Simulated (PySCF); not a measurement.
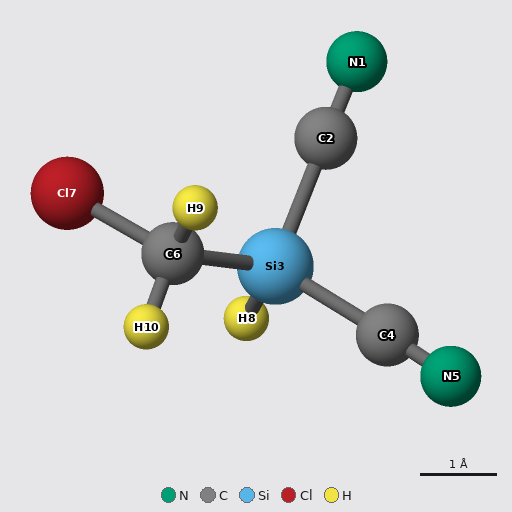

Starting structure of C₃H₃ClN₂Si. The picture is a ball-and-stick view, seen at a tilt.

The start comes from GFN2-xTB. Its atoms were then displaced at random by about 0.01 Å.

The calculation used PySCF 2.14.0, density-fitted response routines, PBE0-D3(BJ)/def2-SVP geometry optimisation, gas phase.

```xyz
10

N     0.1522    2.8026   -1.0723
C     0.2142    1.7030   -0.8641
Si    0.3356   -0.1274   -0.5331
C     1.9617   -0.3033    0.4692
N     2.8938   -0.4332    1.0605
C    -1.1042   -0.6285    0.5984
Cl   -2.6088   -0.5126   -0.3496
H     0.4525   -0.8755   -1.7744
H    -1.2194    0.0190    1.4884
H    -1.0271   -1.6650    0.9560
```

What does the optimiser find from here?

The energy falls by 0.335 eV in 8 geometry steps. The largest move after the best rigid fit is that of Cl7, 0.098 Å. Largest moves by element: Cl 0.098 Å, N 0.093 Å, H 0.064 Å, Si 0.056 Å, C 0.035 Å. Among the contacts that change: Si3–C4 1.918 → 1.854 Å, C4–N5 1.112 → 1.159 Å, N1–C2 1.121 → 1.159 Å, Si3–H8 1.454 → 1.480 Å. Bond angles that change, for instance: C2–Si3–C4 103.8° → 107.0°, C6–Si3–H8 115.7° → 112.8°, Si3–C6–H9 113.8° → 111.6°. The run took 47 s on 1 thread of Arm Neoverse V2, with other jobs on the host.

Final geometry:

```xyz
10

N     0.0727    2.8156   -1.1192
C     0.1866    1.6875   -0.8791
Si    0.3541   -0.1105   -0.4833
C     1.9310   -0.3098    0.4705
N     2.8940   -0.4740    1.0951
C    -1.0881   -0.6293    0.5976
Cl   -2.5747   -0.4231   -0.3697
H     0.4393   -0.8897   -1.7389
H    -1.1615   -0.0058    1.5003
H    -1.0029   -1.6817    0.9057
```

The end point in the same view:

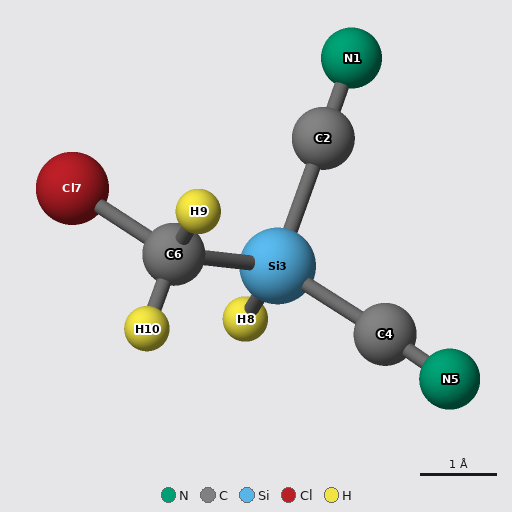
